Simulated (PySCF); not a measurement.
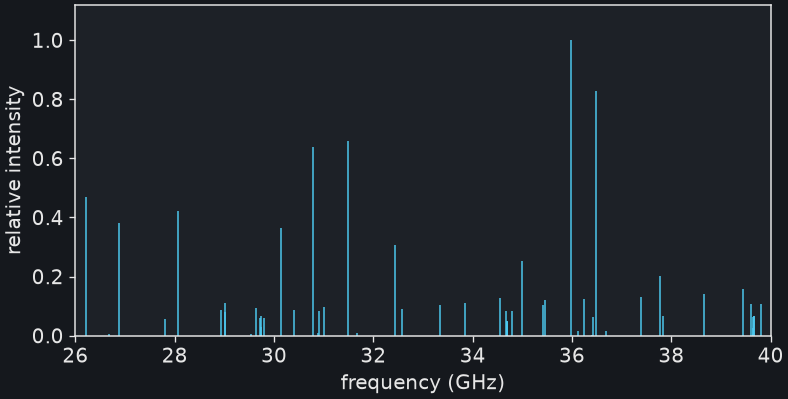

Simulated rotational absorption lines between 26 and 40 GHz at 10 K: rigid rotor with the equilibrium constants and dipole of one optimised conformer (PBE0-D3(BJ)/def2-SVP, PySCF 2.14.0), commonest isotopes; no centrifugal distortion, hyperfine structure, internal rotation or nuclear-spin weights; lines within 1 MHz of each other are summed.

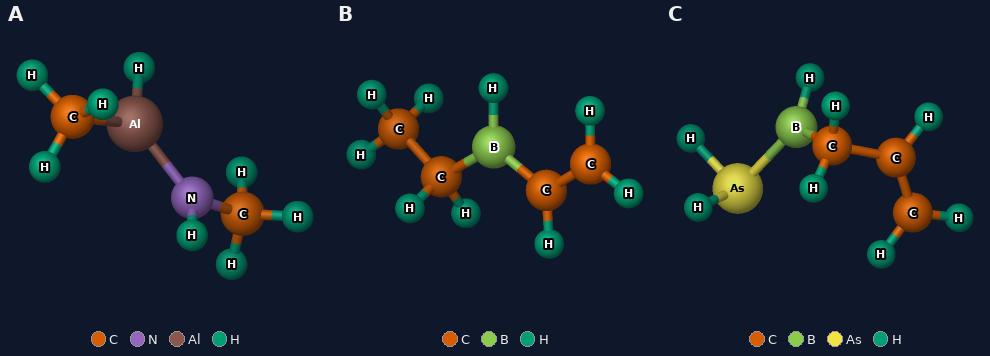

### Which molecule gives this spectrum? Choose among the lettered structures.

Structure A, C₂H₈AlN, SMILES C[NH][AlH][CH3], singlet. Rotational constants A, B, C = 19.81, 2.593, 2.361 GHz, |μa|, |μb|, |μc| = 0.32, 1.20, 0.01 D.

Note: coarse grid, loose stop and no frequency check, small forces are noise and the end may be a saddle.
